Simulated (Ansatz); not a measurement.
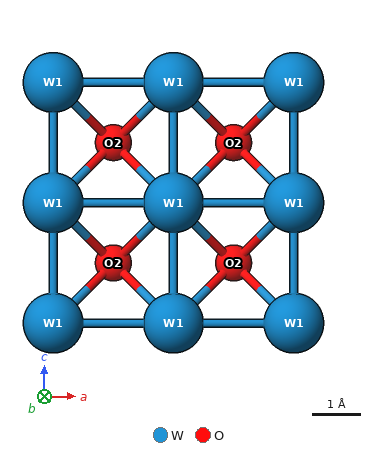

A crystal of WO (built on the CsCl (B2) type) (coarse preliminary run), before the relaxation. The picture is a ball-and-stick view of the cell of the calculation, repeated 2 × 1 × 2 with one cell outlined, seen along the b axis.

Computed with Ansatz, DFT PBE, scalar-relativistic, plane waves, PAW.

The input:
```yaml
crystal:
  lattice:
    - [2.5211083403, 0.0, 0.0]
    - [0.0, 2.5211083403, 0.0]
    - [0.0, 0.0, 2.5211083403]
  atoms:
    - { symbol: W, position: [0.0, 0.0, 0.0] }
    - { symbol: O, position: [0.5, 0.5, 0.5] }
basis:
  ecutwfc: 420
kpoints:
  mp_grid: { grid: [8, 8, 8] }
hamiltonian:
  xc: pbe
scf:
  occupations: { method: gaussian, width: 0.1 }
output:
  forces: true
  stress: true
  eigenvalues: true
relax:
  adjacent_minimum: "off"
  f_tol: 0.05
  max_steps: 80
  cell: { stress_tol: 0.5 }
```

Run as
```bash
ansatz run input.yaml --threads 1 --pin off --max-ram 2560MiB --backend cpu --events-out ev --progress --plain --runs-dir out
```

What does the optimiser find from here?

The atoms keep their places relative to the cell (all moves are under 0.005 Å). The volume changes by +40.8 %, with a = b = c 2.521 → 2.825 Å (+12.1 %). Near-neighbour distances that change, for instance: W1–W1 2.521 → 2.825 Å, W1–O2 2.183 → 2.447 Å. The space group stays Pm-3m (No. 221). Over 6 accepted moves (8 points after the start) the energy falls by 2.476 eV per cell of the calculation. All forces vanish by symmetry, so only the cell relaxes. Pressure: 166.26 GPa at the start and 0.02 GPa at the end. At 2 points the geometry stayed and the basis and grid were re-selected for the new cell (energy shift of 0.117 eV per cell of the calculation at most each time). Cost: 26 s on 1 thread of Intel(R) Xeon(R) Processor @ 2.50GHz (Skylake/Cascade Lake), with other jobs on the host, peak memory 0.31 GiB.

Step by step:

```tsv
step	E − E(0), meV/atom	pressure, GPa	volume, Å³/atom	note
0	0.00	166.26	8.012	
1	-851.96	69.52	9.242	
2	-1144.32	17.91	10.383	
3	-1172.58	-2.31	11.075	
4	-1173.58	0.03	10.982	
5	-1232.14	6.18	10.982	same geometry, new basis
6	-1236.75	0.99	11.228	
7	-1236.71	-0.01	11.278	
8	-1237.78	0.02	11.278	same geometry, new basis
```

Final geometry:

```
W O
1.0
     2.82543    0.00000    0.00000
     0.00000    2.82543    0.00000
     0.00000    0.00000    2.82543
W O
1 1
Direct
  0.00000 0.00000 0.00000
  0.50000 0.50000 0.50000
```

The end point in the same view:

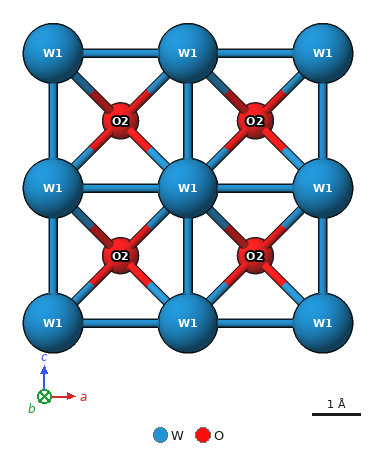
